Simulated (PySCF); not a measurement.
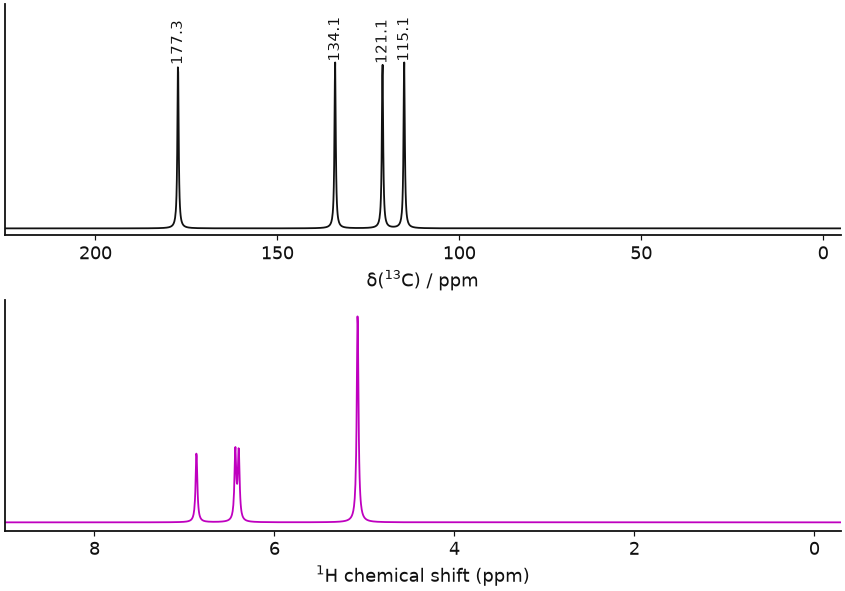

GIAO shifts, B3LYP/pcSseg-2, PySCF, at a PBE0-D3(BJ)/def2-SVP geometry (no frequency check), against TMS for ¹³C and TMS for ¹H computed at the same level. Gas phase, fully decoupled, line heights follow the number of nuclei, widths are arbitrary (no quadrupolar broadening); values of one conformer, averaged over methyl-type rotors and exact or near symmetry; other conformers aren't averaged in.

Which molecule was computed?
A. C₄H₆OSSi, SMILES [SiH3]Oc1cccs1
B. C₃H₃FO, SMILES C=C(F)C=O

Option A. Its ¹³C signals: 177.3 (1 C), 134.1 (1 C), 121.1 (1 C), 115.1 (1 C) ppm. Its ¹H signals: 6.87 (1 H), 6.43 (1 H), 6.40 (1 H), 5.08 (3 H) ppm.
